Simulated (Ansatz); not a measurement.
**One shape, several levels: SiNH2Cl2 (SMILES N[Si](Cl)Cl)**

Aim: a comparison of 6 runs (UHF/STO-3G, UHF/3-21G, UB3LYP/6-31G*, UPBE0/def2-SVP, U-r2SCAN/def2-SVPD, U-r2SCAN/aug-cc-pVDZ) of SiNH2Cl2. 

The calculation is run with Ansatz 0.2.0.

5 further runs of the same task are left out: 1 for a known fault of the program, 2 that didn't finish, 2 set aside as unsound or not needed.

### Step 1. The system as given

The species is SiNH2Cl2 (6 atoms), meant as a doublet with charge 0. SMILES: `N[Si](Cl)Cl`. The coordinates come from a PBE0-D4/def2-TZVP relaxation. This is one conformer, not always the lowest.

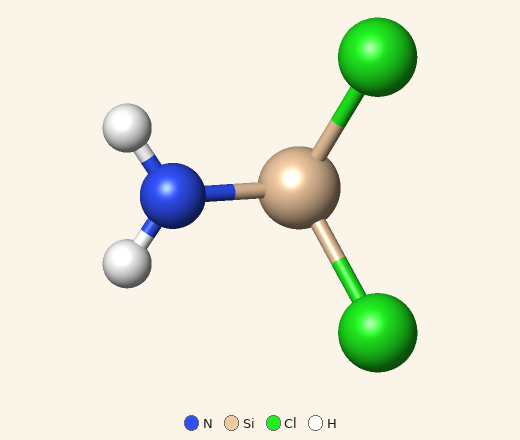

The structure, seen from a chosen angle (nitrogen blue, silicon light orange, chlorine green, hydrogen white).

### Step 2. Energy and forces at UHF/STO-3G (run 1)

run.yaml

```yaml
crystal:
  periodic: [false, false, false]
  atoms:
    - {symbol: N, position_ang: [-0.044400, 0.895300, -0.153600]}
    - {symbol: Si, position_ang: [-0.339600, -0.701400, 0.363200]}
    - {symbol: Cl, position_ang: [1.300200, -1.294100, 1.459200]}
    - {symbol: Cl, position_ang: [-0.574100, -1.849600, -1.330500]}
    - {symbol: H, position_ang: [0.310900, 1.580200, 0.495200]}
    - {symbol: H, position_ang: [-0.610900, 1.305500, -0.879600]}
basis:
  gaussian:
    orbitals: STO-3G
magnetization:
  spin_polarized: true
  initial_magnetization: 1
hamiltonian:
  xc: hf
accuracy: high
output: {forces: true, orbitals: {seedname: orbitals}}
```

On the command line:

```sh
$ ansatz run run.yaml --threads 1 --pin off --max-ram 2610MiB --events-out events.jsonl --progress --plain --runs-dir runs
```

Output:

```text
Warning: RAYON_NUM_THREADS=1 ignored (pool sized by the plan → 1); use --threads N
Functional definition: HF
  name "HF"
  exchange = exact_x
  correlation = 0
660 factors; integrals over basis functions are off by at most 1.3e-8 eV
mean field evaluation 1: about -34005.4995 eV, gradient 1.4e1 eV
mean field evaluation 2: about -34005.5855 eV, gradient 1.4e1 eV
mean field evaluation 4: about -34007.5409 eV, gradient 1.4e0 eV
mean field evaluation 8: about -34007.5876 eV, gradient 9.3e-4 eV
mean field -34007.58584881 eV, -1249.7557287740 hartree, gradient 1.9e-8 eV, S^2 0.755197; 0 other end points of the search recorded, 0 dependent functions left out
the calculation of the forces begins
reference -34007.58584881 eV, -1249.7557287740 hartree; 29, 28 occupied and 5, 6 virtual orbitals, 660 factors
Total energy: -34007.58584881 eV, -1249.7557287740 hartree
Atom 0 at    -0.044400     0.895300    -0.153600 Å, force     0.277498    -0.729489    -0.039765 eV/Å
Atom 1 at    -0.339600    -0.701400     0.363200 Å, force    -1.055083     0.794097     0.546545 eV/Å
Atom 2 at     1.300200    -1.294100     1.459200 Å, force     0.879092    -0.268930     0.404314 eV/Å
Atom 3 at    -0.574100    -1.849600    -1.330500 Å, force     0.030991    -0.518954    -0.855306 eV/Å
Atom 4 at     0.310900     1.580200     0.495200 Å, force     0.121870     0.417544     0.252593 eV/Å
Atom 5 at    -0.610900     1.305500    -0.879600 Å, force    -0.254368     0.305732    -0.308382 eV/Å
Dipole moment:    -0.545582     0.675729     0.231944 e Å
```

Wall time 1 s (1 thread of Arm Neoverse V1, shared host).

### Step 3. Energy and gradient at UHF/3-21G (run 2)

molecule.yaml

```yaml
crystal:
  periodic: [false, false, false]
  atoms:
    - symbol: N
      position_ang: [-0.044400, 0.895300, -0.153600]
    - symbol: Si
      position_ang: [-0.339600, -0.701400, 0.363200]
    - symbol: Cl
      position_ang: [1.300200, -1.294100, 1.459200]
    - symbol: Cl
      position_ang: [-0.574100, -1.849600, -1.330500]
    - symbol: H
      position_ang: [0.310900, 1.580200, 0.495200]
    - symbol: H
      position_ang: [-0.610900, 1.305500, -0.879600]
basis:
  gaussian:
    orbitals: 3-21G.json
magnetization:
  spin_polarized: true
  initial_magnetization: 1
hamiltonian:
  xc: hf
accuracy: high
output: {forces: true, orbitals: {seedname: orbitals}}
```

The basis set 3-21G is read from a file made from the Basis Set Exchange's data (not shown).

On the command line:

```sh
$ ansatz run molecule.yaml --threads 1 --pin off --max-ram 2610MiB --events-out events.jsonl --progress --plain --runs-dir runs
```

Output, cut to the lines that bear on the results:

```text
Warning: RAYON_NUM_THREADS=1 ignored (pool sized by the plan → 1); use --threads N
[... 2 set-up lines as earlier in the session ...]
[...]
1175 factors; integrals over basis functions are off by at most 5.4e-9 eV
[...]
mean field -34215.08915261 eV, -1257.3813345381 hartree, gradient 1.9e-8 eV, S^2 0.755917; 0 other end points of the search recorded, 0 dependent functions left out
[...]
reference -34215.08915261 eV, -1257.3813345381 hartree; 29, 28 occupied and 23, 24 virtual orbitals, 1175 factors
Total energy: -34215.08915261 eV, -1257.3813345381 hartree
Atom 0 at    -0.044400     0.895300    -0.153600 Å, force    -0.578275     1.095818     0.169376 eV/Å
Atom 1 at    -0.339600    -0.701400     0.363200 Å, force    -1.433870     0.978278     0.766256 eV/Å
Atom 2 at     1.300200    -1.294100     1.459200 Å, force     1.751916    -0.674938     1.203188 eV/Å
Atom 3 at    -0.574100    -1.849600    -1.330500 Å, force    -0.271865    -1.273576    -1.806965 eV/Å
Atom 4 at     0.310900     1.580200     0.495200 Å, force     0.183612    -0.087528    -0.288783 eV/Å
Atom 5 at    -0.610900     1.305500    -0.879600 Å, force     0.348483    -0.038054    -0.043071 eV/Å
Dipole moment:    -0.479365     0.797892     0.163077 e Å
```

Wall time 1.9 s (1 thread of Arm Neoverse V1, shared host).

### Step 4. Energy and gradient at UB3LYP/6-31G(d) (spherical functions) (run 3)

run.yaml

```yaml
crystal:
  periodic: [false, false, false]
  atoms:
    - {symbol: "N", position_ang: [-0.044400, 0.895300, -0.153600]}
    - {symbol: Si, position_ang: [-0.339600, -0.701400, 0.363200]}
    - {symbol: Cl, position_ang: [1.300200, -1.294100, 1.459200]}
    - {symbol: Cl, position_ang: [-0.574100, -1.849600, -1.330500]}
    - {symbol: H, position_ang: [0.310900, 1.580200, 0.495200]}
    - {symbol: H, position_ang: [-0.610900, 1.305500, -0.879600]}
basis:
  gaussian: {orbitals: 6-31G_st_-spherical.json}
output: {forces: true, orbitals: {seedname: orbitals}}
hamiltonian: {xc: {name: B3LYP}}
accuracy: high
magnetization: {spin_polarized: true, initial_magnetization: 1}
```

The basis set 6-31G* is read from a file made from the Basis Set Exchange's data (not shown).

On the command line:

```sh
$ ansatz run run.yaml --threads 1 --pin off --max-ram 2610MiB --events-out events.jsonl --progress --plain --runs-dir runs
```

Output, cut to the lines that bear on the results:

```text
Warning: RAYON_NUM_THREADS=1 ignored (pool sized by the plan → 1); use --threads N
Functional definition: B3LYP
  name "B3LYP"
[...]
1526 factors; integrals over basis functions are off by at most 5.9e-9 eV
[...]
mean field -34447.19651239 eV, -1265.9111226818 hartree, gradient 4.6e-8 eV, S^2 0.752005; 0 other end points of the search recorded, 0 dependent functions left out
[...]
reference -34447.19654917 eV, -1265.9111240335 hartree; 29, 28 occupied and 43, 44 virtual orbitals, 1526 factors
Total energy: -34447.19654917 eV, -1265.9111240335 hartree
Atom 0 at    -0.044400     0.895300    -0.153600 Å, force     0.170627     0.233106    -0.160481 eV/Å
Atom 1 at    -0.339600    -0.701400     0.363200 Å, force    -0.534535    -0.112071     0.378927 eV/Å
Atom 2 at     1.300200    -1.294100     1.459200 Å, force     0.477627    -0.155933     0.310471 eV/Å
Atom 3 at    -0.574100    -1.849600    -1.330500 Å, force    -0.063134    -0.315373    -0.492794 eV/Å
Atom 4 at     0.310900     1.580200     0.495200 Å, force     0.087787     0.208718     0.150456 eV/Å
Atom 5 at    -0.610900     1.305500    -0.879600 Å, force    -0.138372     0.141552    -0.186579 eV/Å
Dipole moment:    -0.221730     0.646794     0.020130 e Å
```

Run time: 17 s. Hardware: 1 thread of Arm Neoverse V1, shared host; peak memory 0.34 GiB.

Runs 4 to 5 aren't shown in full; the table further down has their settings and results.

### Step 5. Energy and forces at U-r2SCAN/aug-cc-pVDZ (run 6)

job.yaml

```yaml
crystal:
  periodic: [false, false, false]
  atoms:
    - {symbol: N, position_ang: [-0.044400, 0.895300, -0.153600]}
    - {symbol: Si, position_ang: [-0.339600, -0.701400, 0.363200]}
    - {symbol: Cl, position_ang: [1.300200, -1.294100, 1.459200]}
    - {symbol: Cl, position_ang: [-0.574100, -1.849600, -1.330500]}
    - {symbol: H, position_ang: [0.310900, 1.580200, 0.495200]}
    - {symbol: H, position_ang: [-0.610900, 1.305500, -0.879600]}
basis:
  gaussian: {orbitals: aug-cc-pVDZ}
output: {forces: true, orbitals: {seedname: orbitals}}
accuracy: high
magnetization: {spin_polarized: true, initial_magnetization: 1}
hamiltonian: {xc: r2scan}
```

On the command line:

```sh
$ ansatz run job.yaml --threads 1 --pin off --max-ram 2610MiB --events-out events.jsonl --progress --plain --runs-dir runs
```

Output, cut to the lines that bear on the results:

```text
Warning: RAYON_NUM_THREADS=1 ignored (pool sized by the plan → 1); use --threads N
Functional definition: r2SCAN
  name "r2SCAN"
[...]
2475 factors; integrals over basis functions are off by at most 3.4e-9 eV
[...]
mean field -34445.34296052 eV, -1265.8430059070 hartree, gradient 6.7e-8 eV, S^2 0.753472; 0 other end points of the search recorded, 0 dependent functions left out
[...]
reference -34445.34297460 eV, -1265.8430064245 hartree; 29, 28 occupied and 93, 94 virtual orbitals, 2475 factors
Total energy: -34445.34297460 eV, -1265.8430064245 hartree
Atom 0 at    -0.044400     0.895300    -0.153600 Å, force     0.252547     0.506529    -0.269879 eV/Å
Atom 1 at    -0.339600    -0.701400     0.363200 Å, force    -0.627579    -0.274135     0.473655 eV/Å
Atom 2 at     1.300200    -1.294100     1.459200 Å, force     0.545564    -0.185487     0.370359 eV/Å
Atom 3 at    -0.574100    -1.849600    -1.330500 Å, force    -0.084950    -0.371516    -0.566537 eV/Å
Atom 4 at     0.310900     1.580200     0.495200 Å, force     0.061449     0.193244     0.151422 eV/Å
Atom 5 at    -0.610900     1.305500    -0.879600 Å, force    -0.147030     0.131365    -0.159020 eV/Å
Dipole moment:    -0.169682     0.545378     0.005389 e Å
```

It took 61 s on 1 thread of Arm Neoverse V1, shared host; peak memory 0.63 GiB.

### Step 6. The series

| run | level | energy (Eh) | dipole moment (D) | HOMO energy (eV) | LUMO energy (eV) | wall time |
| --- | --- | --- | --- | --- | --- | --- |
| 1 | UHF/STO-3G | -1249.755729 | 4.32 | -7.29 | 3.71 | 1 s |
| 2 | UHF/3-21G | -1257.381335 | 4.54 | -9.46 | 0.38 | 1.9 s |
| 3 | UB3LYP/6-31G* (spherical functions) | -1265.911124 | 3.29 | -5.85 | -2.96 | 17 s |
| 4 | UPBE0/def2-SVP | -1265.024429 | 2.92 | -5.98 | -2.39 | 16 s |
| 5 | U-r2SCAN/def2-SVPD | -1265.425830 | 2.78 | -5.46 | -3.07 | 44 s |
| 6 | U-r2SCAN/aug-cc-pVDZ | -1265.843006 | 2.74 | -5.41 | -3.09 | 61 s |

### Step 7. Outcome

| quantity | value |
| --- | --- |
| run 6: total energy | -1265.84301 Eh |
| run 6: dipole moment | 2.74 D |
| run 6: HOMO energy (highest over α and β) | -5.41 eV |
| run 6: LUMO energy (lowest over α and β) | -3.09 eV |
| run 6: ⟨S²⟩ | 0.753 |
| run 6: largest force on an atom | 0.833 eV/Å |

**Reading.** The dipole moment (its size) runs from 2.74 D (U-r2SCAN/aug-cc-pVDZ) to 4.54 D (UHF/3-21G). The two ends differ in method and basis. Totals of different functionals can't be ranked against each other. In run 1 the basis is minimal, so the values are rough. All runs together took 2.3 min, the longest 61 s.
